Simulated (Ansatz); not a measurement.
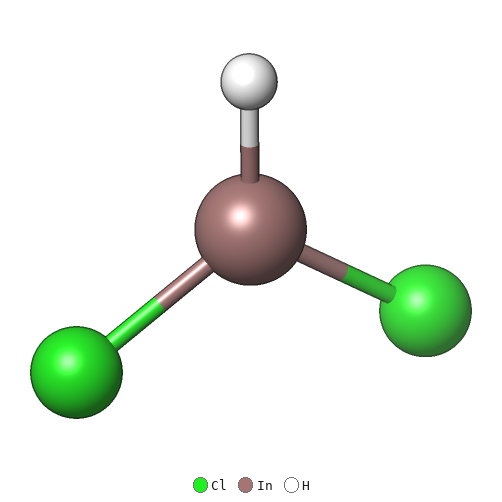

The computed structure is the end point of a PBE-D4/def2-SVP optimisation. No frequency run is at hand to confirm it as a minimum.

Draw it as a skeletal formula.

SMILES: [Cl][InH][Cl]

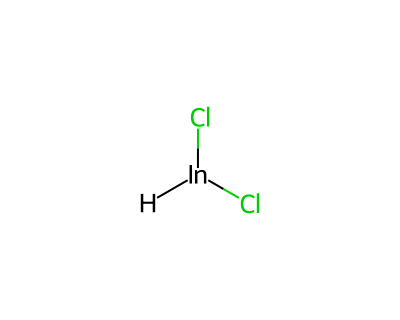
